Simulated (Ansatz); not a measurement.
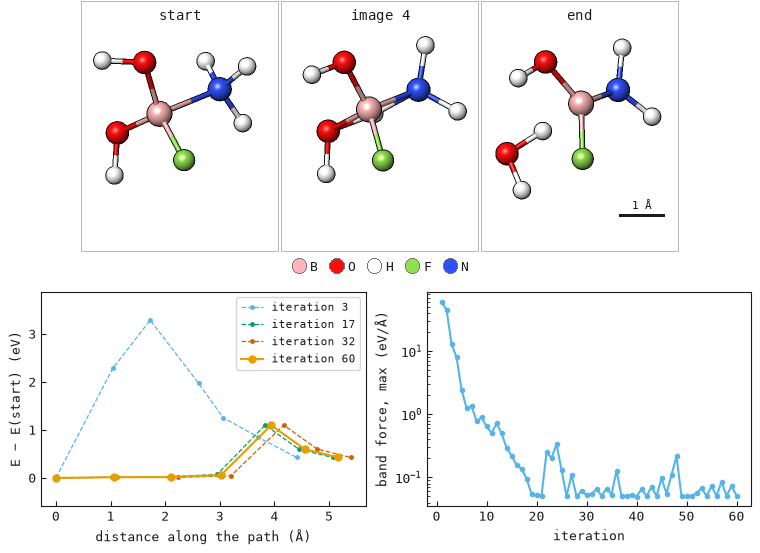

A nudged-elastic-band calculation for BNH$_{5}$O$_{2}$F. Images are numbered from 0 (start) to 6 (end). The plot follows the band through its iterations. A ball-and-stick model, seen at a tilt.

The calculation used RKS B3LYP-D4/def2-SVP in Ansatz. Set-up: 5 movable images; climbing image; force threshold 0.03 eV/Å; iteration limit 60; spring constant 0.5 eV/Å²; starting path through a guess of the saddle point.

Question: Judge this run.

Answer: The result isn't final. The band hadn't converged when the run stopped after 60 iterations. The largest component of the band force went from 62 to 0.052 eV/Å. The barrier read from it is provisional, though the highest image hardly moved in the last two iterations. The first iteration put the highest image at 13.68 eV. The highest point, image 4, lies 1.10 eV above the start and 0.67 eV above the end; the end is at +0.43 eV relative to the start.
